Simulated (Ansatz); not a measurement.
# Phonons of NaB (Fm-3m) against volume

Aim: how the phonons of NaB (Fm-3m) shift with volume, and the thermal expansion that follows.

Program: Ansatz 0.2.0. Level of theory: DFT PBEsol, scalar-relativistic, plane waves, PAW; PAW set soft_1. Results are calculated unless marked as measured.

## 1. Starting point

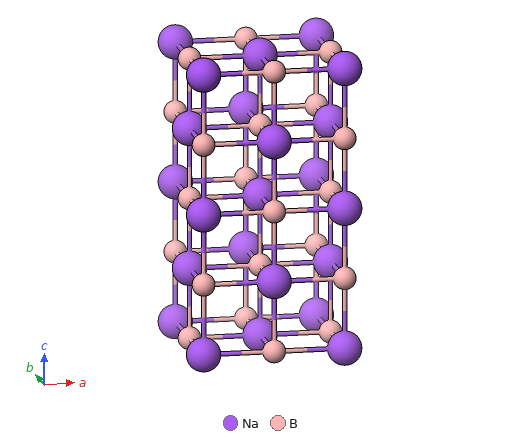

The starting structure, seen slightly off an axis (sodium purple, boron pink). 1×1×2 cells are drawn. This picture shows the conventional cell, with its axes. Some periodic images of atoms are drawn too.

## 2. The dispersion

The cell comes from relaxations at this level that are not shown. Stability and thermal properties need the whole zone. Linear response on a 4×4×4 q mesh gives force constants as far as a supercell of that size would.

The input, input.yaml:

```yaml
crystal:
  lattice:
    - [0.0, 2.6511930787, 2.6511930787]
    - [2.6511930787, 0.0, 2.6511930787]
    - [2.6511930787, 2.6511930787, 0.0]
  atoms:
    - { symbol: Na, position: [0.0, 0.0, 0.0] }
    - { symbol: B, position: [0.5, 0.5, 0.5] }
kpoints:
  mp_grid: { grid: [16, 16, 16] }
hamiltonian:
  xc: pbesol
  pseudopotentials: { kind: paw, azcp: { folder: soft_1 }, xc_functional: pbe }
scf:
  occupations: { method: methfessel_paxton, width: 0.2 }
output:
  eigenvalues: true
phonons:
  method: dfpt
  qmesh: [4, 4, 4]
  temperatures: { t_max: 1000, t_step: 50 }
  qpath:
    path:
      - [[0.0, 0.0, 0.0], [0.5, 0.0, 0.5], [0.625, 0.25, 0.625]]
      - [[0.375, 0.375, 0.75], [0.0, 0.0, 0.0], [0.5, 0.5, 0.5], [0.5, 0.25, 0.75], [0.5, 0.0, 0.5]]
    npoints: 10
```

Run with:

```bash
$ ansatz run input.yaml --threads 4 --pin off --max-ram 10240MiB --backend cpu --events-out ev --progress --plain --runs-dir out
```

Numbers of over 12 decimals in the logs are rounded to 6 here.

Output:

```text
Engine: ansatz 0.2.0, aarch64-unknown-linux-gnu
Pseudopotentials: kind: paw
Pseudopotential: Na, paw, valence charge 9, recommended cutoff 420 eV (normal), soft_1/Na.paw.azcp
Pseudopotential: B, paw, valence charge 3, recommended cutoff 420 eV (normal), soft_1/B.paw.azcp
Functional definition: PBEsol
  exchange = pbesol_x
  correlation = pbesol_c
Crystal: 2 atoms, lattice volume = 37.270 Å³
Basis set: ecut = 420 eV, 725 PW (Γ), exchange–correlation on 54×54×54 points (8 copies of the dense FFT grid, shifted against one another)
Bands: 10, of which v1, the nominal top of the filled ones, is band 6 counted from 1 (5 counted from 0)
Symmetry: 48 space group operations
k-points: 145 of 4096
Non-local potential: Na, projectors of the file, l = 0: 3, l = 1: 2, l = 2: 1
Non-local potential: B, projectors of the file, l = 0: 2, l = 1: 2, l = 2: 1
PAW form: soft (Blöchl's): semilocal exchange-correlation on the pseudo side does not see the compensation charge
PAW frozen core: Na, regenerated for the run's functional, and the local potential with it (the file was generated under x = pbe(κ = 0.804, μ = 0.219515), c = pbe(β = 0.066725))
PAW frozen core: B, regenerated for the run's functional, and the local potential with it (the file was generated under x = pbe(κ = 0.804, μ = 0.219515), c = pbe(β = 0.066725))
PAW one-centre angular grid: Na, 110 points (default); XC on 64 Gauss nodes
PAW one-centre angular grid: B, 110 points (default); XC on 64 Gauss nodes
Initial density: superposition of atomic densities (chi_scale 0.1, normalization cell, long waves kept (reshape's long-wave potential 0.00 eV rms))
Initial wavefunctions: pseudopotential atomic-orbital guess
Functional: x = pbesol(κ = 0.804, μ = 0.123457), c = pbesol(β = 0.046)
SCF iter   1: F=—  HF=-1624.707550 eV  |F-HF|=—  |Δ(HF+E_count)|=         —  Δρ=1.72e-2  dr2=8.18e-2  ethr=3.10e-3  ⟨swp⟩=5.3  Hψ=7992  notcnv=0
preconditioner: auto → none  [metal: Δε(μ)=0.064 eV  Ē_g=7.985 eV  σ=0.200 eV  W_gap=0.26  n_scr=8 (ndim 8)  ℏωp=12.2 eV  f_vac=0.000  D(μ)=1.13/eV (n_scr^D=8)  sad-step TF]
SCF iter   2: F=—  HF=-1624.684135 eV  |F-HF|=—  |Δ(HF+E_count)|=   2.34e-2  S|Δr|=    0.00e0  Δρ=7.23e-3  dr2=2.02e-2  ethr=6.82e-4  ⟨swp⟩=2.0  Hψ=3050  notcnv=0
SCF iter   3: F=—  HF=-1624.677397 eV  |F-HF|=—  |Δ(HF+E_count)|=   6.74e-3  S|Δr|=    0.00e0  Δρ=1.19e-3  dr2=4.24e-4  ethr=1.68e-4  ⟨swp⟩=2.9  Hψ=2267  notcnv=0
SCF iter   4: F=—  HF=-1624.677394 eV  |F-HF|=—  |Δ(HF+E_count)|=   3.89e-6  S|Δr|=    0.00e0  Δρ=3.49e-4  dr2=1.66e-5  ethr=3.54e-6  ⟨swp⟩=2.0  Hψ=1789  notcnv=0
SCF iter   5: F=—  HF=-1624.677406 eV  |F-HF|=—  |Δ(HF+E_count)|=   1.28e-5  S|Δr|=    0.00e0  Δρ=2.50e-5  dr2=1.55e-7  ethr=1.38e-7  ⟨swp⟩=2.0  Hψ=2303  notcnv=0
SCF iter   6: F=—  HF=-1624.677407 eV  |F-HF|=—  |Δ(HF+E_count)|=   1.02e-7  S|Δr|=    0.00e0  Δρ=2.34e-6  dr2=3.24e-9  ethr=1.29e-9  ⟨swp⟩=2.8  Hψ=2143  notcnv=0  defer=2
SCF iter   7: F=—  HF=-1624.677407 eV  |F-HF|=—  |Δ(HF+E_count)|=  9.40e-10  S|Δr|=    0.00e0  Δρ=1.88e-7  dr2=1.97e-11  ethr=2.70e-11  ⟨swp⟩=1.9  Hψ=1696  notcnv=0  defer=2
SCF iter   8: F=-1624.677407 eV  HF=-1624.677407 eV  |F-HF|=6.82e-13  |Δ(HF+E_count)|=  2.05e-12  S|Δr|=    0.00e0  Δρ=1.82e-8  dr2=6.71e-14  ethr=1.00e-12  ⟨swp⟩=6.8  Hψ=6718  notcnv=0
SCF 1 converged in 8 iterations: F = -1624.677407 eV  dr2 = 6.71e-14
  greatest PAW one-centre occupation: 0.999 electrons in one spin orbital (limit 2), on the Na atom at site 0 (counted from 0), in its partial waves of l = 0
Initial density: read from a saved state, or passed on in memory by an earlier SCF of this step, an earlier step, the calling program or the single point that the run made first
iter 1 solved again at ethr=2.38e-7 eV; its pass at ethr=3.10e-3 eV (dr2=2.86e-5 eV) is discarded
SCF iter   1: F=—  HF=-1624.677406 eV  |F-HF|=—  |Δ(HF+E_count)|=         —  Δρ=1.70e-6  dr2=4.97e-10  ethr=2.38e-7  ⟨swp⟩=3.1  Hψ=12383  notcnv=0
eigensolver tolerance schedule: the retry pair's looser diagonalisation over-reported the residual by 57544.78 of it (diagonalisation noise at an unbounded share of the residual, at the tolerance the schedule requests for it); recorded, not acted on — ethr = c·dr2/N_el stays at c = 1.0e-1
preconditioner: auto → none  [metal: Δε(μ)=0.009 eV  Ē_g=8.018 eV  σ=0.200 eV  W_gap=0.04  n_scr=8 (ndim 8)  ℏωp=12.2 eV  f_vac=0.000  D(μ)=1.14/eV (n_scr^D=8)]
SCF iter   2: F=—  HF=-1624.677407 eV  |F-HF|=—  |Δ(HF+E_count)|=   1.96e-7  S|Δr|=    0.00e0  Δρ=1.48e-6  dr2=3.97e-10  ethr=4.14e-12  ⟨swp⟩=3.2  Hψ=3195  notcnv=0
SCF iter   3: F=—  HF=-1624.677407 eV  |F-HF|=—  |Δ(HF+E_count)|=  1.80e-10  S|Δr|=    0.00e0  Δρ=7.72e-7  dr2=1.05e-10  ethr=3.31e-12  ⟨swp⟩=2.0  Hψ=2271  notcnv=0
SCF iter   4: F=—  HF=-1624.677407 eV  |F-HF|=—  |Δ(HF+E_count)|=  5.05e-11  S|Δr|=    0.00e0  Δρ=3.62e-7  dr2=2.25e-11  ethr=1.00e-12  ⟨swp⟩=2.5  Hψ=2319  notcnv=0
SCF iter   5: F=—  HF=-1624.677407 eV  |F-HF|=—  |Δ(HF+E_count)|=  4.55e-12  S|Δr|=    0.00e0  Δρ=2.99e-7  dr2=1.56e-11  ethr=1.00e-12  ⟨swp⟩=3.0  Hψ=4346  notcnv=0
SCF iter   6: F=-1624.677407 eV  HF=-1624.677407 eV  |F-HF|=7.05e-12  |Δ(HF+E_count)|=  5.23e-12  S|Δr|=    0.00e0  Δρ=1.98e-7  dr2=6.41e-12  ethr=1.00e-12  ⟨swp⟩=1.0  Hψ=3480  notcnv=0
SCF 2 converged in 6 iterations: F = -1624.677407 eV  dr2 = 6.41e-12
phonons: the bands overlap, so this run is a metal and interpolates without the dipole-dipole term. If the crystal is really an insulator or semiconductor, its LO-TO splitting is missing
NSCF: frozen V_eff on 145 k-points
WARN: eigensolver did not converge in 2 slots of this pass, the one above among them; of largest residual over every band (k=9): 1 band(s) unlocked (lowest unlocked band 9, counted from 0; max residual 4.66e-6 eV among the unlocked bands, 4.66e-6 eV over every band); of lowest unlocked band (k=9): band 9
NSCF: frozen V_eff on 349 k-points
DFPT response loops at q = (0, 0, 0) (fractional): preconditioner auto → Kerker (q_TF=auto, 2.259 Å⁻¹) (partly filled bands, converged f_vac=0.000); β = 1.00, the filter's whole step (`scf.mixing.beta` (0.50) is not read by the response loops under this deck's `scf.mixing.preconditioner`; to damp them name `kerker` or `kerker_dos`, under which they read `scf.mixing.beta`, and type it under 1.00, their step now; both keys bind the ground state too); Broyden in place of MSR1
NSCF: frozen V_eff on 4352 k-points
DFPT response loops at q = (0, 0, 0.25) (fractional): mixed as the last ones told, above
NSCF: frozen V_eff on 2196 k-points
DFPT response loops at q = (0, 0, -0.5) (fractional): mixed as the last ones told, above
NSCF: frozen V_eff on 2320 k-points
DFPT response loops at q = (0, 0.25, 0.25) (fractional): mixed as the last ones told, above
NSCF: frozen V_eff on 8192 k-points
DFPT response loops at q = (0, 0.25, -0.5) (fractional): mixed as the last ones told, above
NSCF: frozen V_eff on 4352 k-points
DFPT response loops at q = (0, 0.25, -0.25) (fractional): mixed as the last ones told, above
NSCF: frozen V_eff on 1242 k-points
DFPT response loops at q = (0, -0.5, -0.5) (fractional): mixed as the last ones told, above
NSCF: frozen V_eff on 2320 k-points
DFPT response loops at q = (0.25, -0.5, -0.25) (fractional): mixed as the last ones told, above
SCF converged after 8 iterations
Stability not checked: this state was not tested for a lower state beside it, because cold or Methfessel-Paxton smearing, or corrected tetrahedra, fill the levels in a way that the test cannot read (fill_not_monotonic; see scf.lower_state_search)
Free energy (F): -1624.677407 eV
Harris-Foulkes:  -1624.677407 eV  (|F-HF|=6.82e-13)
Internal energy: -1624.676225 eV  (E = F + TS)
E sigma→0 (E₀):  -1624.677111 eV
Entropy (-TS):   -0.001182 eV (-0.591 meV/atom)
Fermi energy:    2.816736 eV
--- Per-component energies (eV) ---
  E_band       = -217.568183
  E_kinetic    = 148.880713
  E_local      = -1526.456776  (includes V_loc(G=0)·N_el)
  E_nonlocal   = 291.696885
  E_hartree    = 523.765948
  E_xc         = -64.149663
  E_vxc        = -79.273811  (∫ρ·V_xc dr)
  E_paw        = -358.281323  (= ΣΔE_a)
  E_vpaw       = -99.947112  (= ΣTr[D̂ρ^β])
  E_aug_tail   = 0.000016  (compensation charges beyond the density's cutoff)
  E_ewald      = -640.201429
  E_core_change = 0.069405  (= ΣΔE_core)
  E_smearing   = -0.001182  (= −TS)
  E_closure    = 0.000000  (closes the sum)
  Σ components = -1624.677407   (vs F -1624.677407, Δ=0.00e0)
--- Band table (eV; the first three rows and the last of 145) ---
  k-point 0: bands = ["-47.9449", "-20.0322", "-20.0322", "-20.0322", "-4.4476", "5.3080", "5.3080", "5.3080", "10.6094", "13.0965"]
  k-point 1: bands = ["-47.9449", "-20.0341", "-20.0324", "-20.0324", "-4.3980", "5.1158", "5.2784", "5.2784", "10.7225", "12.7582"]
  k-point 2: bands = ["-47.9446", "-20.0395", "-20.0329", "-20.0329", "-4.2510", "4.6006", "5.1967", "5.1967", "10.9345", "12.3001"]
  k-point 144: bands = ["-47.9420", "-20.0623", "-20.0623", "-20.0496", "-1.7720", "2.2332", "2.2332", "3.3064", "11.6109", "12.0808"]
--- Phonons (Γ-DFPT): 2 representative perturbations + reference (Σ response iterations 6) ---
  ASR residual: 2.959e-5 → 0.000e0 eV/Å²; symmetrization residual: 5.689e-8 eV/Å²
  ASR residual per site (eV/Å²): 2.96e-5 2.07e-6
  Γ frequencies (cm⁻¹): 0.00 0.00 0.00 306.48 306.48 306.48
--- Phonons (arbitrary-q DFPT): 8 irreducible q on the 4×4×4 mesh ---
  q = [0.0000, 0.0000, 0.0000] (star 1, of the zone-centre solve; hermiticity 4.48e-8, symmetrization 2.95e-13): -0.00 0.00 0.00 306.48 306.48 306.48
  q = [0.0000, 0.0000, 0.2500] (star 8, 2 solved perturbations on 2176 of 4096 k-point pairs; hermiticity 2.17e-7, symmetrization 1.24e-12): 65.87 109.70 109.70 265.24 283.51 283.51
  q = [0.0000, 0.0000, -0.5000] (star 4, 2 solved perturbations on 1098 of 4096 k-point pairs; hermiticity 8.09e-14, symmetrization 8.83e-13): -39.16 182.26 182.26 198.92 236.86 236.86
  q = [0.0000, 0.2500, 0.2500] (star 6, 4 solved perturbations in 3616 linear systems a pass and spin channel, the states on 1160 of 4096 k-point pairs; hermiticity 2.15e-7, symmetrization 6.07e-13): -77.80 -77.80 183.10 216.15 302.64 302.64
  q = [0.0000, 0.2500, -0.5000] (star 24, 4 solved perturbations in 12544 linear systems a pass and spin channel, the states on 4096 of 4096 k-point pairs; hermiticity 2.67e-7, symmetrization 8.33e-13): -147.72 53.86 55.71 252.06 278.90 280.97
  q = [0.0000, 0.2500, -0.2500] (star 12, 4 solved perturbations in 6672 linear systems a pass and spin channel, the states on 2176 of 4096 k-point pairs; hermiticity 3.25e-7, symmetrization 6.81e-13): -113.75 145.40 181.05 193.69 240.80 300.34
  q = [0.0000, -0.5000, -0.5000] (star 3, 4 solved perturbations in 1940 linear systems a pass and spin channel, the states on 621 of 4096 k-point pairs; hermiticity 1.38e-7, symmetrization 7.81e-13): -209.70 -133.54 -133.54 282.57 304.16 304.16
  q = [0.2500, -0.5000, -0.2500] (star 6, 4 solved perturbations in 3498 linear systems a pass and spin channel, the states on 1160 of 4096 k-point pairs; hermiticity 1.04e-7, symmetrization 1.32e-12): -174.58 -174.58 187.02 207.90 288.37 288.37
  sum rule: each row above includes the acoustic sum rule's correction from the zone centre's row sums; it moved no ω² by more than (0.59 cm⁻¹)²
  mesh force constants: q→R imaginary residual 8.40e-18; ASR residual 2.959e-5 → 0.000e0 eV/Å²; symmetrization residual 2.887e-15 eV/Å²
  interpolated dispersion: 62 rows × 6 modes
  density of states and harmonic sums: on the 20×20×20 q-mesh, interpolated from the force constants of a 4×4×4 supercell (no non-analytic term)
  largest difference from the sums on the solved wave vectors: F 8.02e-2 eV, S 1.09e-4 and C_V 2.97e-5 eV/K
  zero-point energy: 0.060855 eV/cell   skipped modes (ω ≤ 0): 389, of them read as no rigid motion or as one in doubt: 386 (1.523e0 modes/cell left out, lowest -209.70 cm⁻¹)   left out of the sums: 2.54e-1 of the cell's modes: C_V's classical limit lies that fraction below 3 k_B per atom; for a crystal, a wire or a layer, F and S can be off by more, and a phonons.interpolated_qmesh denser along its periods is the remedy for the sampling
```

It took 3.8 min on 4 threads of Arm Neoverse V2, shared host; peak memory 3.2 GiB.

In the SCF lines HF is the Harris–Foulkes energy and dr2 the Hartree energy of the density residual, in eV; the loop may stop once dr2 is under the threshold and the program's other checks hold. Hψ counts applications of the Hamiltonian.

This step gave:

```
volume per atom                                         : 18.63 Å³
gap on the k-mesh                                       : 0 eV
sum-rule residual before enforcement                    : 2.96e-5 eV/Å²
lowest frequency on the path                            : -209.7 cm⁻¹
point group                                             : m-3m
highest frequency on the path or at a solved wavevector : 306.5 cm⁻¹
highest optical mode at the zone centre (no LO-TO term) : 306.5 cm⁻¹
lowest optical zone-centre mode                         : 306.5 cm⁻¹
lowest mode on the q mesh (acoustic modes at Γ apart)   : -209.7 cm⁻¹
```

Frequencies (cm⁻¹) solved at each irreducible wavevector; negative means imaginary. Frequencies by wavevector, by row:

```tsv
q in reciprocal lattice units	star	mode 1	mode 2	mode 3	mode 4	mode 5	mode 6
0 0 0	1	0	0	0	306.5	306.5	306.5
0 0 0.25	8	65.9	109.7	109.7	265.2	283.5	283.5
0 0 -0.5	4	-39.2	182.3	182.3	198.9	236.9	236.9
0 0.25 0.25	6	-77.8	-77.8	183.1	216.2	302.6	302.6
0 0.25 -0.5	24	-147.7	53.9	55.7	252.1	278.9	281
0 0.25 -0.25	12	-113.8	145.4	181.1	193.7	240.8	300.3
0 -0.5 -0.5	3	-209.7	-133.5	-133.5	282.6	304.2	304.2
0.25 -0.5 -0.25	6	-174.6	-174.6	187	207.9	288.4	288.4
```

Symmetry leaves 8 wavevectors to solve. The lowest mode among them, the acoustic zeros apart, lies at q = (0, -0.5, -0.5) and is imaginary, 209.7i cm⁻¹, so the energy falls along it.

## 3. Relaxing at another volume, volume ratio 0.97

The volume is scaled by 0.97 and held; symmetry leaves nothing to relax, so this is a single point. The modes can then be followed against volume.

input.yaml, the sections that differ from step 2:

```yaml
crystal:
  lattice:
    - [0.0, 2.6244115196, 2.6244115196]
    - [2.6244115196, 0.0, 2.6244115196]
    - [2.6244115196, 2.6244115196, 0.0]
  atoms:
    - { symbol: Na, position: [0.0, 0.0, 0.0] }
    - { symbol: B, position: [0.5, 0.5, 0.5] }
output:
  forces: true
  stress: true
  eigenvalues: true
# kpoints, hamiltonian, scf: as in step 2
# phonons: removed
```

Output:

```text
[...]
Crystal: 2 atoms, lattice volume = 36.151 Å³
Basis set: ecut = 420 eV, 725 PW (Γ), exchange–correlation on 50×50×50 points (8 copies of the dense FFT grid, shifted against one another)
Bands: 10, of which v1, the nominal top of the filled ones, is band 6 counted from 1 (5 counted from 0)
Symmetry: 48 space group operations
[...]
k-points: 145 of 4096
[...]
Internal energy: -1624.672974 eV  (E = F + TS)
E sigma→0 (E₀):  -1624.673894 eV
Entropy (-TS):   -0.001227 eV (-0.613 meV/atom)
Fermi energy:    3.011933 eV
[...]
--- Stress (GPa, compression-positive) ---
        0.935008      -0.000000       0.000000
        0.000000       0.935008       0.000000
        0.000000      -0.000000       0.935008
  P = ⅓ Tr σ = 0.9350 GPa (9.350 kbar)
--- Band table (eV; the first three rows and the last of 145) ---
[...]
[key lines of the parts left out:]
SCF converged after 6 iterations
Free energy (F): -1624.674201 eV
```

Elapsed: 0.8 s, on 4 threads; peak memory 0.33 GiB; 2.5 s of CPU time.

This step gave:

```
pressure        : 0.9350 GPa
volume per atom : 18.08 Å³
```

The run ends at a pressure of 0.94 GPa.

## 4. Phonons at the other volume, volume ratio 0.97

The phonons are repeated at this volume on the same k and q meshes.

input.yaml: that of step 3 with these lines changed.

```diff
@@ -16,4 +16,11 @@
 output:
-  forces: true
-  stress: true
   eigenvalues: true
+phonons:
+  method: dfpt
+  qmesh: [4, 4, 4]
+  temperatures: { t_max: 1000, t_step: 50 }
+  qpath:
+    path:
+      - [[0.0, 0.0, 0.0], [0.5, 0.0, 0.5], [0.625, 0.25, 0.625]]
+      - [[0.375, 0.375, 0.75], [0.0, 0.0, 0.0], [0.5, 0.5, 0.5], [0.5, 0.25, 0.75], [0.5, 0.0, 0.5]]
+    npoints: 10
```

Output:

```text
[...]
Crystal: 2 atoms, lattice volume = 36.151 Å³
Basis set: ecut = 420 eV, 725 PW (Γ), exchange–correlation on 50×50×50 points (8 copies of the dense FFT grid, shifted against one another)
Bands: 10, of which v1, the nominal top of the filled ones, is band 6 counted from 1 (5 counted from 0)
Symmetry: 48 space group operations
k-points: 145 of 4096
[...]
SCF iter   1: F=—  HF=-1624.701391 eV  |F-HF|=—  |Δ(HF+E_count)|=         —  Δρ=1.71e-2  dr2=7.55e-2  ethr=3.10e-3  ⟨swp⟩=5.3  Hψ=8011  notcnv=0
[...]
SCF iter   8: F=-1624.674201 eV  HF=-1624.674201 eV  |F-HF|=0.00e0  |Δ(HF+E_count)|=  4.55e-13  S|Δr|=    0.00e0  Δρ=6.82e-9  dr2=1.74e-14  ethr=1.00e-12  ⟨swp⟩=6.6  Hψ=6243  notcnv=0
SCF 1 converged in 8 iterations: F = -1624.674201 eV  dr2 = 1.74e-14
[...]
SCF iter   6: F=-1624.674201 eV  HF=-1624.674201 eV  |F-HF|=7.96e-12  |Δ(HF+E_count)|=  1.14e-12  S|Δr|=    0.00e0  Δρ=2.13e-7  dr2=7.65e-12  ethr=1.00e-12  ⟨swp⟩=2.0  Hψ=2619  notcnv=0
SCF 2 converged in 6 iterations: F = -1624.674201 eV  dr2 = 7.65e-12
[...]
NSCF: frozen V_eff on 145 k-points
[...]
SCF converged after 8 iterations
[...]
Free energy (F): -1624.674201 eV
[...]
Internal energy: -1624.672974 eV  (E = F + TS)
E sigma→0 (E₀):  -1624.673894 eV
Entropy (-TS):   -0.001227 eV (-0.613 meV/atom)
Fermi energy:    3.011974 eV
[...]
--- Band table (eV; the first three rows and the last of 145) ---
[...]
ASR residual: 2.977e-6 → 0.000e0 eV/Å²; symmetrization residual: 7.352e-8 eV/Å²
  ASR residual per site (eV/Å²): 1.61e-6 2.98e-6
  Γ frequencies (cm⁻¹): 0.00 0.00 0.00 319.30 319.30 319.30
--- Phonons (arbitrary-q DFPT): 8 irreducible q on the 4×4×4 mesh ---
[...]
interpolated dispersion: 62 rows × 6 modes
[...]
```

It took 3.6 min on 4 threads; peak memory 3.1 GiB.

This step gave:

```
sum-rule residual before enforcement                    : 2.98e-6 eV/Å²
lowest frequency on the path                            : -219.1 cm⁻¹
highest frequency on the path or at a solved wavevector : 319.3 cm⁻¹
highest optical mode at the zone centre (no LO-TO term) : 319.3 cm⁻¹
lowest optical zone-centre mode                         : 319.3 cm⁻¹
lowest mode on the q mesh (acoustic modes at Γ apart)   : -219.2 cm⁻¹
```

Frequencies (cm⁻¹) solved at each irreducible wavevector; negative means imaginary. Frequencies by wavevector, by row:

```tsv
q in reciprocal lattice units	star	mode 1	mode 2	mode 3	mode 4	mode 5	mode 6
0 0 0	1	0	0	0	319.3	319.3	319.3
0 0 0.25	8	70.8	114.5	114.5	276.9	295.3	295.3
0 0 -0.5	4	14.7	190.1	190.1	207.8	246.2	246.2
0 0.25 0.25	6	-82.3	-82.3	189.5	227.1	315.9	315.9
0 0.25 -0.5	24	-153.6	52.6	54.7	264.8	292.2	293.4
0 0.25 -0.25	12	-120.2	154.3	188.4	202.4	250.8	314.2
0 -0.5 -0.5	3	-219.2	-141.3	-141.3	297.7	317.6	317.6
0.25 -0.5 -0.25	6	-182.8	-182.8	195.2	217.1	302.9	302.9
```

The highest optical mode at the zone centre (no LO-TO term) is 319.3 cm⁻¹, +12.8 cm⁻¹ against the base run.

(Part 1 of 2 ends here.)

[Logs are printed without paths, hosts, clocks, repeated set-up lines and the standing remarks that a program may print on its own settings, such as how far it seeks lower states.]

[Hosts, paths, dates, database ids (printed as entryN), source tags and the programs' standing remarks are cut or masked in the printed files.]
